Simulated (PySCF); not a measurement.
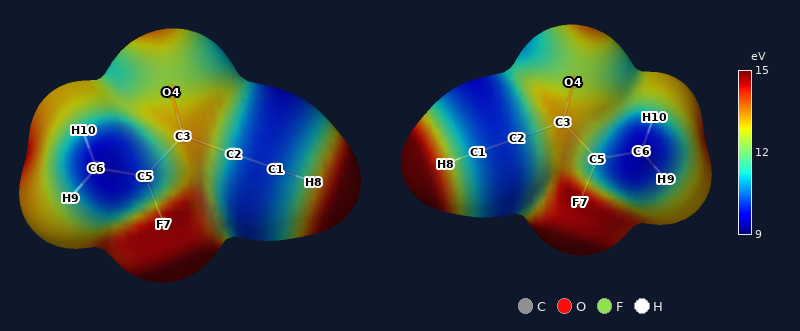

C₅H₃FO, SMILES `C#CC(=O)C(=C)F`. Average local ionisation energy on the surface of electron density 0.001 a.u. (back view left, front view right).

Method: PBE0/def2-SVP; geometry: GFN2-xTB; program: PySCF. No frequency check shows the geometry to be a minimum.

> Locate the minima of the map.

The lowest value is 9.4 eV, off the molecular plane, over C6 (2.0 Å), and at like points elsewhere. Further minima include 9.8 eV, off the C1–C2 bond (2.1 to 2.2 Å from its atoms); 11.3 eV, about equally far (1.8 Å) from O4 and H10. For comparison, the highest occupied orbital lies at −8.1 eV.

> What volume does the surface enclose, and what is the dipole moment?

About 116 Å³; the dipole moment is 1.5 D.

Cost of the run: 33 s on 1 thread of Intel(R) Xeon(R) Processor @ 2.50GHz (Skylake/Cascade Lake), on a shared host, peak memory 0.47 GiB.
